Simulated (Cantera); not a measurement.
A closed system holds: 1 mol borazine, 0.059 mol O2, 50 mol N2, at 100 Torr.

Cantera equilibrium calculation (NASA polynomials, part measured and part estimated; ideal gas, pure solids and liquids). Candidate condensed phases: B, BN, B2O3, B3O3H3, H2O; 39 gas species. The feed counts by its element totals alone. Mutual solubility and eutectic melting of coexisting phases are not modelled. Kinetics and transport are ignored.

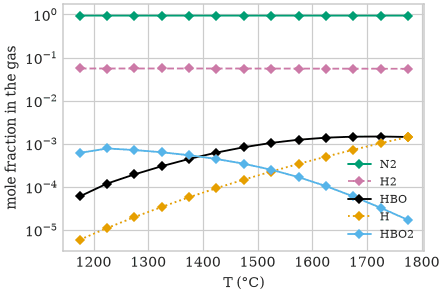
Fig. 1. Equilibrium gas composition (values under 1e-9 drawn at 1e-9)

At 1175 °C the condensed part is BN(s) + B2O3(l). From 1225 °C to 1775 °C the condensed part is BN(s). The main B-bearing gas is HBO2 at 1175 °C and HBO at 1775 °C. The share of B in condensed phases is highest at 1175 °C (98.6 %) and lowest at 1775 °C (96.1 %).
